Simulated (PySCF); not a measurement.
# NMR shielding calculation of C6H14N3Si (charge +1)

C6H14N3Si, charge +1, computed with GIAO PBE0/pcSseg-1 NMR shielding, non-relativistic, gas phase (PySCF 2.14.0).

The geometry comes from this level: GFN2-xTB. Figures and captions count atoms from 1; the log counts them from 0 in places.

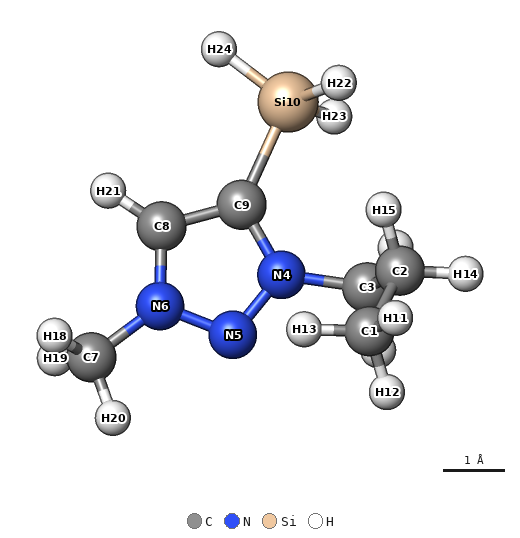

**Figure 1.** The structure (ball-and-stick view, seen at a tilt; atoms are numbered from 1 in the order of the input). Bond lengths as drawn: C–C 1.38 to 1.53 Å, C–H 1.07 to 1.09 Å, C–N 1.35 to 1.44 Å, C–Si 1.92 Å, H–Si 1.45 to 1.46 Å and N–N 1.30 Å.

Results in brief

- outcome: converged
- total energy: −689.899030 hartree
- HOMO: −12.68 eV
- LUMO: −5.56 eV
- isotropic shielding, C: 40.8 to 174.3 ppm
- isotropic shielding, N: −132.6 to −0.1 ppm
- isotropic shielding, Si: 434.6 ppm
- isotropic shielding, H: 23.6 to 31.2 ppm
- hardware: 1 CPU thread, shared host
- wall time: 1.7 min
- peak memory: 1.2 GiB

Input
```
{"job": {"kind": "nmr", "xc": "PBE0", "basis": "pcSseg-1"}, "charge": 1, "multiplicity": 1}
C      2.494583    -1.136025     0.087132
C      2.283058     0.366907    -0.029685
C      1.209202     0.724408    -1.065268
N     -0.088281     0.271448    -0.643696
N     -0.514312    -0.901113    -1.007654
N     -1.674682    -1.070254    -0.449126
C     -2.430118    -2.269104    -0.662643
C     -2.006035     0.007351     0.289241
C     -0.964557     0.904073     0.171091
Si    -0.783690     2.663522     0.905959
H      3.275185    -1.343070     0.812940
H      2.798939    -1.555676    -0.867731
H      1.589588    -1.644493     0.412864
H      3.212345     0.841293    -0.344435
H      2.005396     0.783710     0.939910
H      1.431959     0.227308    -2.011483
H      1.165145     1.804373    -1.213255
H     -2.643022    -2.756555     0.288947
H     -3.373036    -2.037615    -1.159258
H     -1.842372    -2.933936    -1.292110
H     -2.922782     0.078428     0.835541
H      0.420522     2.610731     1.727880
H     -0.639025     3.521658    -0.266641
H     -2.015742     2.862395     1.652544
```

The first line tells a small driver script what to run in PySCF; the rest is the geometry in Å.

Launch command:
```bash
OMP_NUM_THREADS=1 python <driver script> task.json out
```

Output
```
coarse grid: 20008 points
cycle   1  E = -689.7678696379  dE =  1.849e+00  |g| = 5.733e-01  |ddm| = 4.367e+00
cycle   2  E = -689.7082425973  dE =  5.963e-02  |g| = 7.857e-01  |ddm| = 1.190e+00
cycle   3  E = -689.8408535830  dE = -1.326e-01  |g| = 1.285e-01  |ddm| = 6.713e-01
cycle   4  E = -689.8436992482  dE = -2.846e-03  |g| = 7.409e-02  |ddm| = 1.780e-01
cycle   5  E = -689.8448787708  dE = -1.180e-03  |g| = 1.628e-02  |ddm| = 5.829e-02
cycle   6  E = -689.8449245967  dE = -4.583e-05  |g| = 4.561e-03  |ddm| = 1.246e-02
cycle   7  E = -689.8449291641  dE = -4.567e-06  |g| = 9.352e-04  |ddm| = 3.937e-03
final grid: 187360 points
cycle   8  E = -689.8990088834  dE = -5.575e-05  |g| = 8.969e-03  |ddm| = 3.840e-02
cycle   9  E = -689.8990038867  dE =  4.997e-06  |g| = 1.009e-02  |ddm| = 1.578e-02
cycle  10  E = -689.8990289327  dE = -2.505e-05  |g| = 1.780e-03  |ddm| = 8.841e-03
cycle  11  E = -689.8990295965  dE = -6.638e-07  |g| = 4.622e-04  |ddm| = 1.639e-03
cycle  12  E = -689.8990296386  dE = -4.209e-08  |g| = 1.354e-04  |ddm| = 3.979e-04
cycle  13  E = -689.8990296421  dE = -3.492e-09  |g| = 4.018e-05  |ddm| = 1.112e-04
cycle  14  E = -689.8990296424  dE = -3.001e-10  |g| = 1.145e-05  |ddm| = 3.450e-05
```

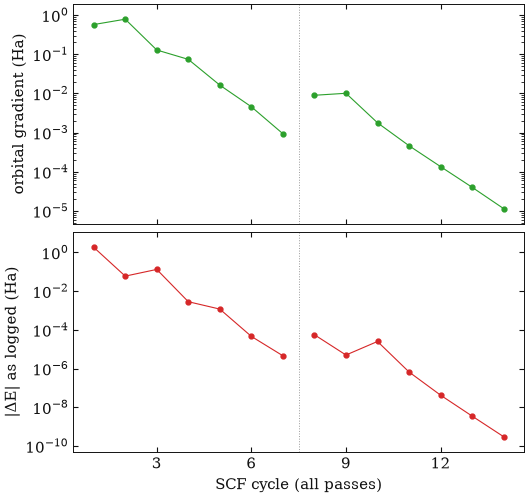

**Figure 2.** Convergence of the self-consistent field: orbital gradient and size of the energy change against the SCF cycle. The dotted line marks the change from a coarse to the final integration grid. The first 7 cycles use a coarse grid, the final grid takes over at cycle 8, and the field converges after 14 cycles in all.

```
converged SCF energy = -689.8990296424

GIAO shielding tensors (ppm)
atom      isotropic    diamagn.    paramagn.     s11        s22        s33       span
  0 C      174.320     249.473     -75.154    161.439    175.679    185.841     24.402
  1 C      157.829     250.543     -92.715    150.895    152.782    169.810     18.915
  2 C      130.580     250.056    -119.476    103.970    130.505    157.266     53.296
  3 N      -19.991     337.567    -357.558   -158.908    -29.209    128.145    287.053
  4 N     -132.584     320.143    -452.727   -373.443   -122.971     98.662    472.106
  5 N       -0.077     341.364    -341.441   -145.163      7.701    137.231    282.394
  6 C      148.482     242.920     -94.439    125.610    130.145    189.691     64.081
  7 C       43.272     256.559    -213.287    -30.296     36.630    123.482    153.777
  8 C       40.771     257.873    -217.102    -28.618     11.445    139.484    168.102
  9 Si     434.572     881.041    -446.468    428.717    432.586    442.414     13.697
 10 H       30.090      28.371       1.719     24.965     26.974     38.331     13.366
 11 H       30.569      30.095       0.473     26.887     27.436     37.384     10.497
 12 H       31.210      34.044      -2.834     25.248     32.662     35.719     10.471
 13 H       29.421      29.508      -0.087     24.022     27.745     36.496     12.474
 14 H       29.867      33.493      -3.626     24.217     30.079     35.304     11.087
 15 H       27.071      31.848      -4.777     23.331     25.746     32.136      8.805
 16 H       26.920      32.291      -5.371     22.392     27.256     31.112      8.720
 17 H       27.245      27.147       0.099     23.089     25.244     33.403     10.314
 18 H       27.236      25.565       1.671     22.859     25.173     33.676     10.817
 19 H       26.766      28.062      -1.296     21.744     26.410     32.142     10.398
 20 H       23.636      32.800      -9.163     19.914     24.048     26.946      7.032
 21 H       26.884      29.547      -2.662     22.488     26.980     31.185      8.697
 22 H       26.900      28.675      -1.775     23.041     25.750     31.909      8.868
 23 H       26.963      28.181      -1.218     22.406     25.836     32.647     10.241
```

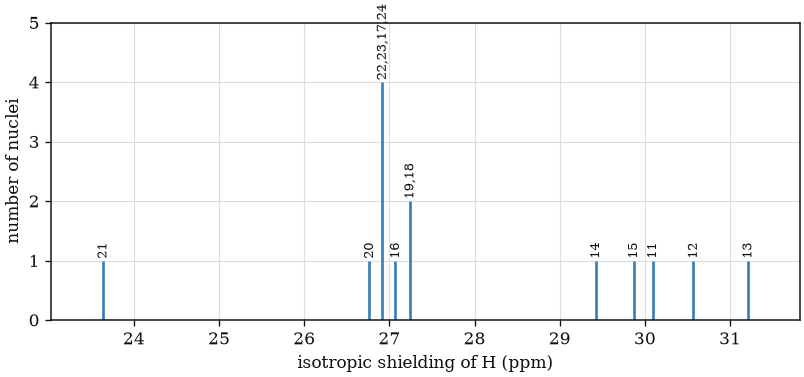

**Figure 3.** Isotropic shieldings of the hydrogen nuclei in this fixed geometry, labelled by atom number; shielding grows to the right, so chemical shift grows to the left. The least shielded is H21 (23.6 ppm), the most shielded H13 (31.2 ppm).
